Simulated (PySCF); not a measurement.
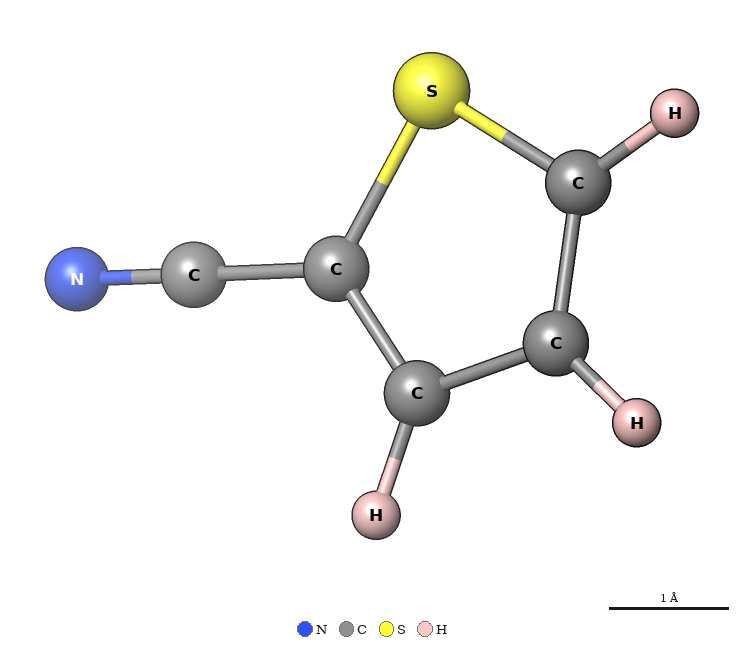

Distant atoms are faded towards the background colour. Computed geometry: PBE0-D3(BJ)/def2-SVP optimisation. No frequency run is at hand to confirm it as a minimum. Masses are those of the most abundant isotopes; constants are for the rigid equilibrium geometry.

Question: Classify the rotor and give the rotational constants (cm⁻¹).

Answer: An asymmetric top (Cs): A = 0.180, B = 0.0605, C = 0.0453 cm⁻¹. Ray's parameter κ is −0.77, nearer the prolate limit.
